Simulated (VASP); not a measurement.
Band structure of GaSb (relaxed from the rock salt structure, space group Fm-3m). Method: PBEsol GGA, VASP's PBE PAW potentials (set 64) (plane waves; VASP).

Unless said otherwise, spin-orbit coupling is left out, though it shifts the bands of the heavy elements here.

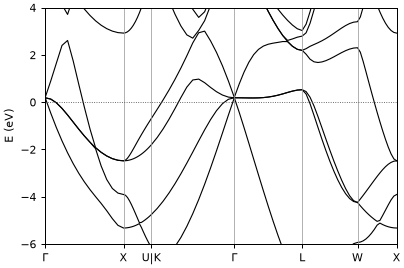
*Bands along high-symmetry lines, zero at the valence-band maximum or, without a gap, the Fermi level*

Problem. Read the plot: is there a gap, and where are the band edges?

Solution. It has no gap at this level: it comes out as a metal or semimetal. (Edges off the drawn lines would not show.)

The structure was generated: GaSb was put into the rock salt type (Fm-3m), which need not be its known phase. It was relaxed first.
